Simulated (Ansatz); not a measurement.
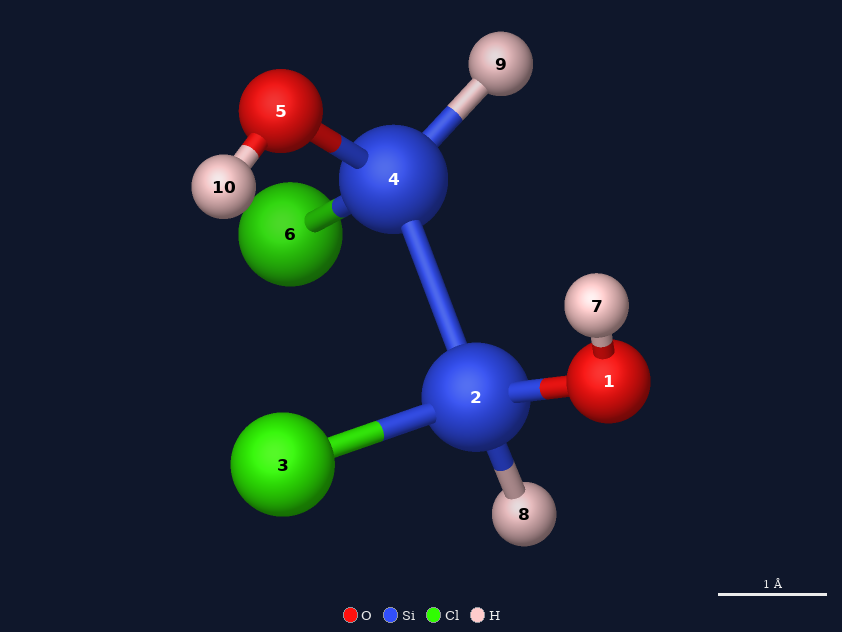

The atoms are numbered. The computed structure is the end point of a PBE-D4/def2-SVP optimisation. No frequency run is at hand to confirm it as a minimum.

What are the angles Si2–O1–H7, O1–Si2–Cl3, O1–Si2–Si4, O1–Si2–H8, Cl3–Si2–Si4, Cl3–Si2–H8, Si4–Si2–H8, Si2–Si4–O5, Si2–Si4–Cl6, Si2–Si4–H9, O5–Si4–Cl6, O5–Si4–H9, Cl6–Si4–H9, Si4–O5–H10?

```json
{"angle": "Si2–O1–H7", "degrees": "115.9"}
{"angle": "O1–Si2–Cl3", "degrees": "110.9"}
{"angle": "O1–Si2–Si4", "degrees": "115.3"}
{"angle": "O1–Si2–H8", "degrees": "105.0"}
{"angle": "Cl3–Si2–Si4", "degrees": "98.5"}
{"angle": "Cl3–Si2–H8", "degrees": "108.0"}
{"angle": "Si4–Si2–H8", "degrees": "118.8"}
{"angle": "Si2–Si4–O5", "degrees": "105.3"}
{"angle": "Si2–Si4–Cl6", "degrees": "105.9"}
{"angle": "Si2–Si4–H9", "degrees": "118.5"}
{"angle": "O5–Si4–Cl6", "degrees": "112.9"}
{"angle": "O5–Si4–H9", "degrees": "106.2"}
{"angle": "Cl6–Si4–H9", "degrees": "108.2"}
{"angle": "Si4–O5–H10", "degrees": "111.2"}
```
